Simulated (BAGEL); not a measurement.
# Si3H8 (trisilane): a chain of runs

We compute the energy (HF/def2-SVP), then a single-point energy (NEVPT2(2,2)/def2-SVP) of Si3H8 (trisilane). 

Program for the calculation: BAGEL 1.2.2.

2 further runs of the same task are left out: 2 set aside as unsound or not needed.

## 1. Starting point

The species is Si3H8 (11 atoms), meant as a singlet with charge 0. As SMILES, `[SiH3][SiH2][SiH3]`. The Si2–Si3 distance was set to 6.547 Å, away from the relaxed value. At this shape a bond of the SMILES string is far longer than usual.

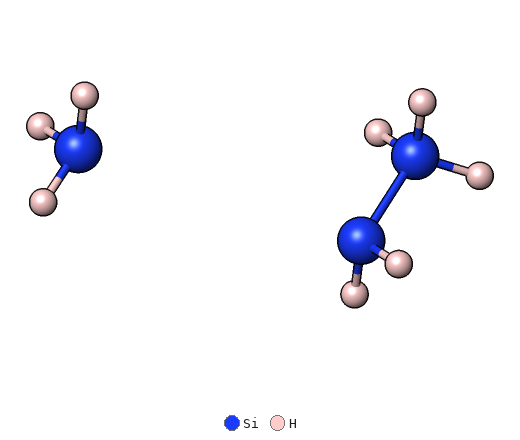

The structure, seen from a chosen angle (silicon blue, hydrogen pink).

## 2. A single-point energy at HF/def2-SVP (density fitting with svp-jkfit) (run 1)

input.json reads:

```json
{ "bagel" : [

{
  "title" : "molecule",
  "basis" : "svp",
  "df_basis" : "svp-jkfit",
  "angstrom" : true,
  "geometry" : [
    { "atom" : "Si", "xyz" : [      -5.062706,       1.307509,      -2.395614 ] },
    { "atom" : "Si", "xyz" : [      -4.232706,      -0.866521,      -2.166664 ] },
    { "atom" : "Si", "xyz" : [       1.631930,      -0.774400,       0.742750 ] },
    { "atom" : "H", "xyz" : [      -6.395986,       1.308499,      -3.055464 ] },
    { "atom" : "H", "xyz" : [      -4.124166,       2.121219,      -3.214414 ] },
    { "atom" : "H", "xyz" : [      -5.192676,       1.940869,      -1.055704 ] },
    { "atom" : "H", "xyz" : [      -4.113536,      -1.499381,      -3.510504 ] },
    { "atom" : "H", "xyz" : [      -5.180516,      -1.680021,      -1.353954 ] },
    { "atom" : "H", "xyz" : [       1.515950,      -0.154940,       2.090430 ] },
    { "atom" : "H", "xyz" : [       2.583820,       0.031780,      -0.068050 ] },
    { "atom" : "H", "xyz" : [       2.179610,      -2.149160,       0.894770 ] }
  ]
},

{
  "title" : "hf"
},

{
  "title" : "print",
  "file" : "orbitals.molden",
  "orbitals" : true
}

]}
```

On the command line:

```sh
$ BAGEL_NUM_THREADS=1 BAGEL input.json > input.out
```

The program printed:

```text
* using 1 threads per process

  ===============================================================
  ===============================================================

  *** Geometry ***

  { "atom" : "Si", "xyz" : [     -9.567128,      2.470834,     -4.527054 ] },
  { "atom" : "Si", "xyz" : [     -7.998655,     -1.637487,     -4.094402 ] },
  { "atom" : "Si", "xyz" : [      3.083901,     -1.463404,      1.403594 ] },
  { "atom" : "H", "xyz" : [    -12.086662,      2.472705,     -5.773990 ] },
  { "atom" : "H", "xyz" : [     -7.793544,      4.008523,     -6.074362 ] },
  { "atom" : "H", "xyz" : [     -9.812735,      3.667711,     -1.994991 ] },
  { "atom" : "H", "xyz" : [     -7.773456,     -2.833419,     -6.633891 ] },
  { "atom" : "H", "xyz" : [     -9.789756,     -3.174780,     -2.558602 ] },
  { "atom" : "H", "xyz" : [      2.864730,     -0.292794,      3.950340 ] },
  { "atom" : "H", "xyz" : [      4.882712,      0.060055,     -0.128596 ] },
  { "atom" : "H", "xyz" : [      4.118866,     -4.061324,      1.690870 ] },

  Number of auxiliary basis functions:      528

  Since a DF basis is specified, we compute 2- and 3-index integrals:
    o Being stored without compression. Storage requirement is 0.037 GB

  Number of basis functions:       94
  Number of electrons      :       50

    * METHOD: MOLECULE                             0.29

  *** RHF ***

  === Nuclear Repulsion ===
   139.1222532065

      * DIIS with orbital gradients will be used.

  === RHF iteration (svp) ===
      0       -870.77182678          0.00912058           0.12
      1       -870.69672856          0.01160115           0.11
      2       -870.92421901          0.00241097           0.11
      3       -870.93544087          0.00062875           0.11
      4       -870.93573801          0.00039133           0.11
      5       -870.93587906          0.00018585           0.11
      6       -870.93592201          0.00002374           0.11
      7       -870.93592272          0.00000263           0.11
      8       -870.93592274          0.00000079           0.11
      9       -870.93592274          0.00000025           0.11
     10       -870.93592274          0.00000008           0.11
     11       -870.93592274          0.00000002           0.11
     12       -870.93592274          0.00000000           0.11
    * SCF iteration converged.

    * Permanent dipole moment:
           (    0.021052,     0.000526,     0.010362) a.u.

    * METHOD: HF                                   1.68

    * METHOD: PRINT                                0.02

  ===============================================================
```

Run time: 2.1 s. Hardware: 1 thread of Arm Neoverse V1, shared host; peak memory 0.15 GiB.

## 3. A single-point energy at NEVPT2(2,2)/def2-SVP (density fitting with svp-jkfit) (run 2)

input.json reads:

```json
{ "bagel" : [

{
  "title" : "molecule",
  "basis" : "svp",
  "df_basis" : "svp-jkfit",
  "angstrom" : true,
  "geometry" : [
    { "atom" : "Si", "xyz" : [   -5.062706,    1.307509,   -2.395614 ] },
    { "atom" : "Si", "xyz" : [   -4.232706,   -0.866521,   -2.166664 ] },
    { "atom" : "Si", "xyz" : [    1.631930,   -0.774400,    0.742750 ] },
    { "atom" : "H", "xyz" : [   -6.395986,    1.308499,   -3.055464 ] },
    { "atom" : "H", "xyz" : [   -4.124166,    2.121219,   -3.214414 ] },
    { "atom" : "H", "xyz" : [   -5.192676,    1.940869,   -1.055704 ] },
    { "atom" : "H", "xyz" : [   -4.113536,   -1.499381,   -3.510504 ] },
    { "atom" : "H", "xyz" : [   -5.180516,   -1.680021,   -1.353954 ] },
    { "atom" : "H", "xyz" : [    1.515950,   -0.154940,    2.090430 ] },
    { "atom" : "H", "xyz" : [    2.583820,    0.031780,   -0.068050 ] },
    { "atom" : "H", "xyz" : [    2.179610,   -2.149160,    0.894770 ] }
  ]
},
{
  "title" : "hf"
},
{
  "title" : "nevpt2",
  "nstate" : 1,
  "nact" : 2,
  "nclosed" : 24,
  "active" : [25, 26],
  "maxiter" : 200,
  "natocc" : true,
  "ncore" : 15
},
{
  "title" : "print",
  "file" : "orbitals.molden",
  "orbitals" : true
}

]}
```

On the command line:

```sh
$ BAGEL_NUM_THREADS=1 BAGEL input.json > input.out
```

The program printed:

```text
* using 1 threads per process

  ===============================================================
  ===============================================================

  *** Geometry ***

  { "atom" : "Si", "xyz" : [     -9.567128,      2.470834,     -4.527054 ] },
  { "atom" : "Si", "xyz" : [     -7.998655,     -1.637487,     -4.094402 ] },
  { "atom" : "Si", "xyz" : [      3.083901,     -1.463404,      1.403594 ] },
  { "atom" : "H", "xyz" : [    -12.086662,      2.472705,     -5.773990 ] },
  { "atom" : "H", "xyz" : [     -7.793544,      4.008523,     -6.074362 ] },
  { "atom" : "H", "xyz" : [     -9.812735,      3.667711,     -1.994991 ] },
  { "atom" : "H", "xyz" : [     -7.773456,     -2.833419,     -6.633891 ] },
  { "atom" : "H", "xyz" : [     -9.789756,     -3.174780,     -2.558602 ] },
  { "atom" : "H", "xyz" : [      2.864730,     -0.292794,      3.950340 ] },
  { "atom" : "H", "xyz" : [      4.882712,      0.060055,     -0.128596 ] },
  { "atom" : "H", "xyz" : [      4.118866,     -4.061324,      1.690870 ] },

  Number of auxiliary basis functions:      528

  Since a DF basis is specified, we compute 2- and 3-index integrals:
    o Being stored without compression. Storage requirement is 0.037 GB

  Number of basis functions:       94
  Number of electrons      :       50

    * METHOD: MOLECULE                             0.30

  *** RHF ***

  === Nuclear Repulsion ===
   139.1222532065

      * DIIS with orbital gradients will be used.

  === RHF iteration (svp) ===
      0       -870.77182678          0.00912058           0.12
      1       -870.69672856          0.01160115           0.11
      2       -870.92421901          0.00241097           0.11
      3       -870.93544087          0.00062875           0.11
      4       -870.93573801          0.00039133           0.11
      5       -870.93587906          0.00018585           0.11
      6       -870.93592201          0.00002374           0.11
      7       -870.93592272          0.00000263           0.11
      8       -870.93592274          0.00000079           0.11
      9       -870.93592274          0.00000025           0.12
     10       -870.93592274          0.00000008           0.11
     11       -870.93592274          0.00000002           0.11
     12       -870.93592274          0.00000000           0.11
    * SCF iteration converged.

    * Permanent dipole moment:
           (    0.021052,     0.000526,     0.010362) a.u.

    * METHOD: HF                                   1.71

    * freezing 15 orbitals
  ---------------------------
      CASSCF calculation
  ---------------------------

    ==== Active orbitals : =====
         Orbital 25
         Orbital 26
    ============================

    * nstate   :      1
    * nclosed  :     24
    * nact     :      2
    * nvirt    :     68
  === CASSCF iteration (svp) ===

    * Using the second-order algorithm

      0  0      -871.06103831     3.24e-03      0.03

      1  0      -871.07264721     1.53e-04      0.60

      2  0      -871.07266718     3.84e-06      0.59

      3  0      -871.07266719     4.03e-07      0.60

      4  0      -871.07266719     4.25e-08      0.48

      5  0      -871.07266719     4.48e-09      0.46

    * Second-order optimization converged. *

     guess   0:   closed 1.                   open ..

  === FCI iteration ===

      0  0      -870.92322591     7.67e-02      0.00
      1  0      -871.07265779     8.49e-04      0.00
      2  0 *    -871.07266719     4.71e-16      0.00

     * ci vector, state   0, <S^2> = 0.0000
       2.     0.7161078002
       .2    -0.6979896980

  === DF-NEVPT2 calculation ===

    * 3-index integral transformation done
    * assembly done

      NEVPT2 correlation energy:   -0.2861220687      0.18

          (+0)     -0.2396960575
          (+0)'    -0.0058697575
          (+1)     -0.0083594710
          (+1)'    -0.0000000000
          (+2)     -0.0000012108
          (-1)     -0.0321875701
          (-1)'     0.0000000000
          (-2)     -0.0000080018

      NEVPT2 total energy:       -871.3587892566

    * METHOD: NEVPT2                               3.41

    * METHOD: PRINT                                0.02

  ===============================================================
```

Wall time 5.7 s (1 thread of Arm Neoverse V1, shared host); peak memory 0.15 GiB.

## 4. What came out

| quantity | value |
| --- | --- |
| run 1, HF/def2-SVP: total energy | -870.93592 Eh |
| run 1, HF/def2-SVP: dipole moment | 0.06 D |
| run 1, HF/def2-SVP: HOMO energy | -5.47 eV |
| run 1, HF/def2-SVP: LUMO energy | -2.76 eV |
| run 1, HF/def2-SVP: HOMO–LUMO gap | 2.71 eV |
| run 2, NEVPT2(2,2)/def2-SVP: total energy | -871.35879 Eh |

One bond (run 1, HF/def2-SVP) is far stretched, which a spin-restricted single reference describes badly; a broken-symmetry solution may lie lower.
